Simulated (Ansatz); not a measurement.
# Fields on a plane of Hf (hcp, Mg type)

```xyz
2
Lattice="3.2041 0.0000 0.0000 -1.6021 2.7749 0.0000 0.0000 0.0000 5.0689" Properties=species:S:1:pos:R:3 pbc="T T T"
Hf     0.0000     1.8499     3.8017
Hf     1.6021     0.9250     1.2672
```

The slice is a (-1 1 0 2) plane (indices of the conventional cell) through the point (0.333, 0.667, 0.750) (fractional), spanned by u = [110] and v = [1 -1 1] in vectors of this cell: u (3.20 Å) and v (7.52 Å, at 90° to u). It covers one period; positions are fractions (u, v).

Atoms on it: Hf at (0.00, 0.00). Other atoms lie within 1 Å of the plane.

Computed with PBE (plane waves to 420 eV, PAW, scalar-relativistic; Ansatz, an electronic-structure program). k mesh 17×17×9. Inside the PAW spheres the values are not all-electron values, and peaks at nuclei hang on which shells count as valence. Hf is run without spin polarisation. Hf was relaxed with its symmetry unable to fall. Spin-orbit coupling is left out, though Hf is heavy. The PAW data are Ansatz's earlier set.

| v \ u | 0.00 | 0.11 | 0.22 | 0.33 | 0.44 | 0.56 | 0.67 | 0.78 | 0.89 |
|---|---|---|---|---|---|---|---|---|---|
| 0.90 | 0.62 | 0.50 | 0.21 | 0.22 | 0.58 | 0.58 | 0.22 | 0.21 | 0.50 |
| 0.80 | 0.31 | 0.34 | 0.40 | 0.46 | 0.48 | 0.48 | 0.46 | 0.40 | 0.34 |
| 0.70 | 0.67 | 0.58 | 0.34 | 0.18 | 0.14 | 0.14 | 0.18 | 0.34 | 0.58 |
| 0.60 | 0.30 | 0.32 | 0.35 | 0.35 | 0.32 | 0.32 | 0.35 | 0.35 | 0.32 |
| 0.50 | 0.40 | 0.29 | 0.17 | 0.37 | 0.70 | 0.70 | 0.37 | 0.17 | 0.29 |
| 0.40 | 0.75 | 0.65 | 0.31 | 0.17 | 0.47 | 0.47 | 0.17 | 0.31 | 0.65 |
| 0.30 | 0.27 | 0.20 | 0.14 | 0.27 | 0.49 | 0.49 | 0.27 | 0.14 | 0.20 |
| 0.20 | 0.27 | 0.30 | 0.42 | 0.57 | 0.66 | 0.66 | 0.57 | 0.42 | 0.30 |
| 0.10 | 0.61 | 0.50 | 0.22 | 0.13 | 0.33 | 0.33 | 0.13 | 0.22 | 0.50 |
| 0.00 | x | x | 0.68 | 0.20 | 0.22 | 0.22 | 0.20 | 0.68 | x |

Values: electron localisation function (ELF). Points within 0.5 Å of a nucleus are blanked (x), as the pseudised field means little there.

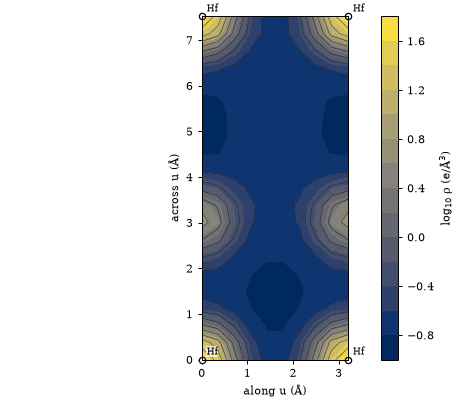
Figure. Log₁₀ of the valence density in e/Å³, one period of the plane, atoms marked. The scale is logarithmic, as a density can span decades between atoms and voids.
